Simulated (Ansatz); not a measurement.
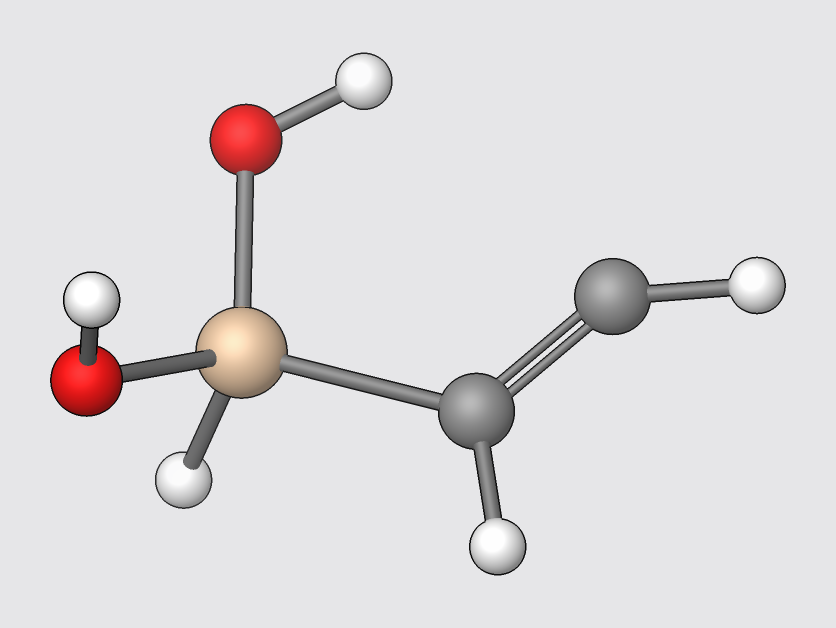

Ball-and-stick drawing of a structure. Colours: carbon grey, silicon light orange, oxygen red, hydrogen white.

Charge 0, doublet.

Give the formula.

C2H5O2Si, 10 atoms: 2 carbon, 5 hydrogen, 2 oxygen and 1 silicon.

Count the bonded pairs by element.

2 O–Si, 2 C–H, 2 O–H, 1 C–C, 1 C–Si, 1 Si–H.

The parts below concern this one geometry. Atoms keep their numbers from picture to picture. The computed structure is the end point of a PBE0-D4/def2-TZVP optimisation.

### Shape

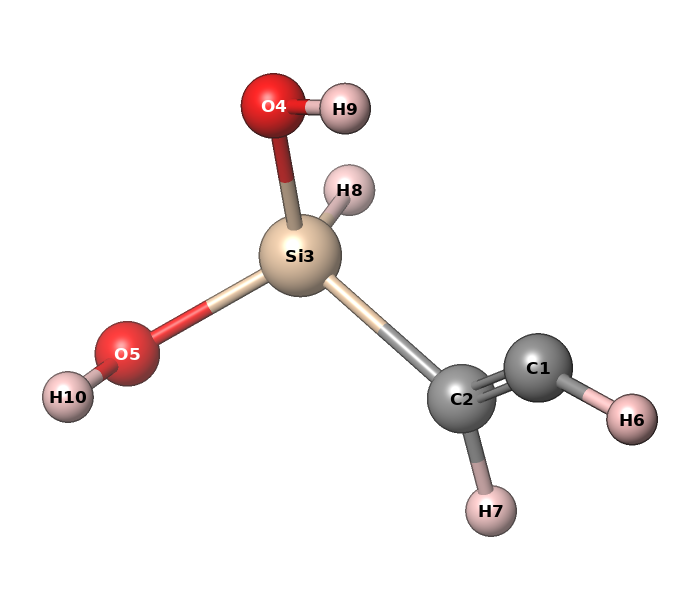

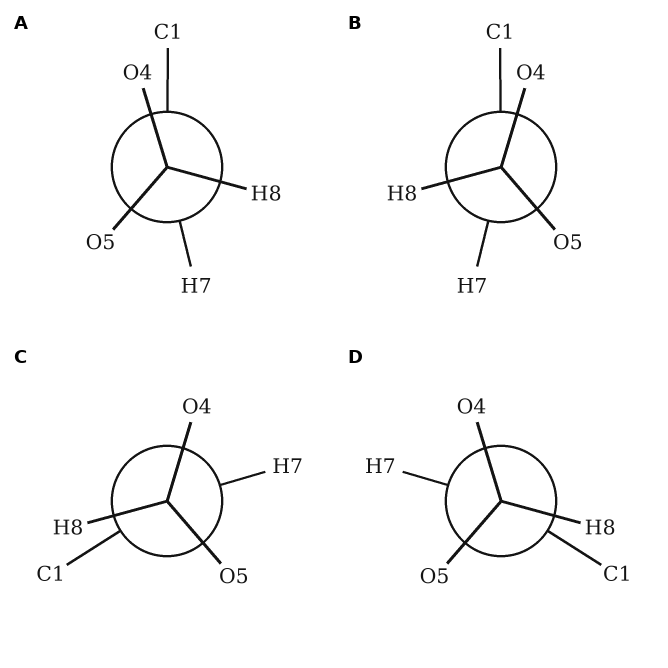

Distant atoms are faded towards the background colour. Bonds that would overlap in a projection are set slightly apart.

Which Newman projection shows the view along Si3–C2, with Si3 in front?

B. The torsion angle O4–Si3–C2–C1 is −3°, synperiplanar (eclipsed).

### Electronic properties

Level of theory: UKS CAM-B3LYP-D4/def2-TZVPP (Ansatz 0.2.0).

Give the HOMO energy (Kohn–Sham orbital) at this level.

−8.20 eV.

Estimate the ⟨S²⟩ of the determinant.

0.760.

What is the dispersion correction?

−16.7 kJ/mol.

### Vibrations

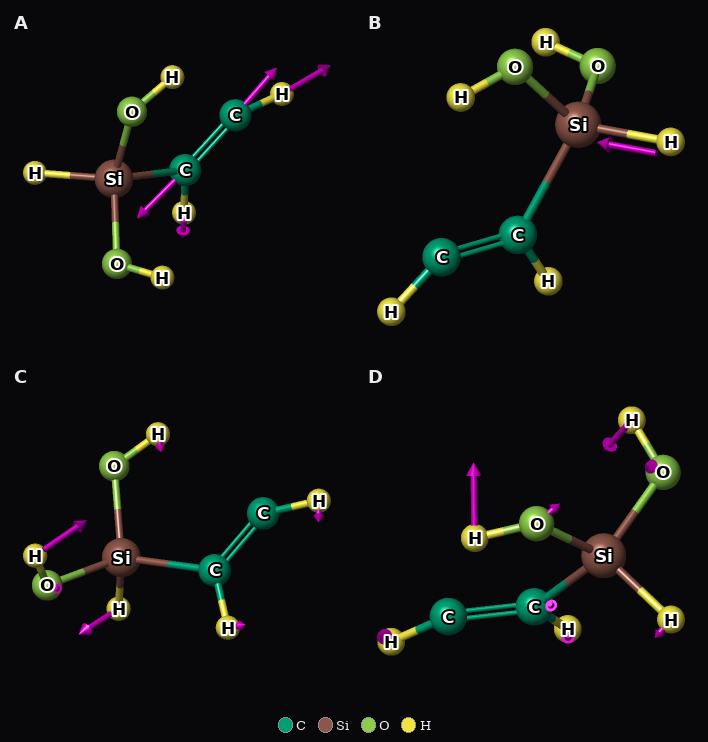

4 normal modes of one molecule or complex, as arrows. Harmonic vibrations computed with UKS PBE0-D4/def2-TZVP (Ansatz 0.2.0) at a stationary point of the same level.

Match the panels to the wavenumbers 354 cm⁻¹, 913 cm⁻¹, 1657 cm⁻¹, 2271 cm⁻¹.

A: 1657 cm⁻¹, C–C stretching
B: 2271 cm⁻¹, Si–H stretching
C: 913 cm⁻¹
D: 354 cm⁻¹

### Thermal motion

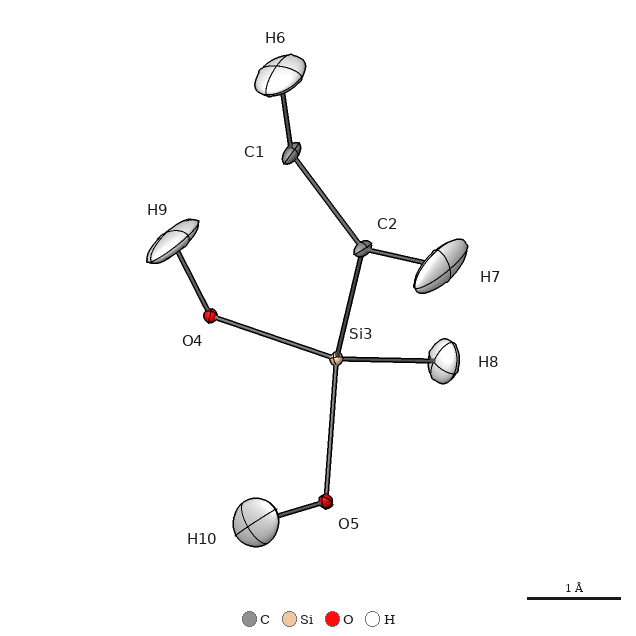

Displacement ellipsoids at the 50 % level, from the internal vibrations of the free molecule (harmonic, no overall translation or rotation; no half-axis is drawn under 0.075 Å). Vibrations computed with UKS PBE0-D4/def2-TZVP (Ansatz 0.2.0). Temperature: 100 K.

Give the displacement parameters, one line for each set of equivalent atoms.

```csv
atom,U_eq (Å²),rms amplitudes (Å)
C1,0.0053,"0.033, 0.065, 0.103"
C2,0.0037,"0.037, 0.045, 0.087"
Si3,0.00086,"0.025, 0.028, 0.034"
O4,0.0023,"0.030, 0.053, 0.056"
O5,0.0026,"0.033, 0.043, 0.070"
H6,0.0281,"0.085, 0.176, 0.215"
H7,0.0367,"0.083, 0.136, 0.291"
H8,0.0186,"0.090, 0.142, 0.166"
H9,0.0358,"0.076, 0.164, 0.274"
H10,0.0402,"0.076, 0.166, 0.295"
```

### Charges

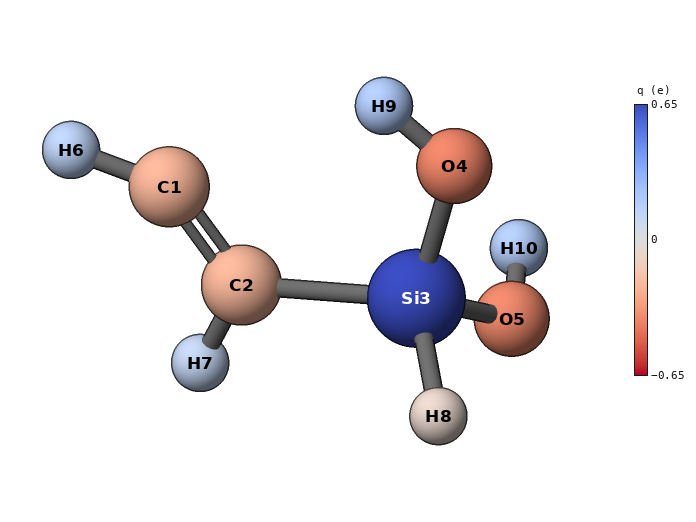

Atoms are coloured by their Mulliken charges. Method: UKS ωB97M-V/def2-TZVPP (Ansatz 0.2.0).

Which atom carries the highest charge (most positive or least negative)?

Si3 (0.65 e).

And the lowest?

O4 (−0.38 e).

List the Mulliken charges.

```json
{"atom": "C1", "value (e)": "−0.22"}
{"atom": "C2", "value (e)": "−0.22"}
{"atom": "Si3", "value (e)": "0.65"}
{"atom": "O4", "value (e)": "−0.38"}
{"atom": "O5", "value (e)": "−0.37"}
{"atom": "H6", "value (e)": "0.14"}
{"atom": "H7", "value (e)": "0.12"}
{"atom": "H8", "value (e)": "−0.06"}
{"atom": "H9", "value (e)": "0.19"}
{"atom": "H10", "value (e)": "0.18"}
```

Mulliken values depend strongly on the basis set and can even reverse the polarity of a bond.
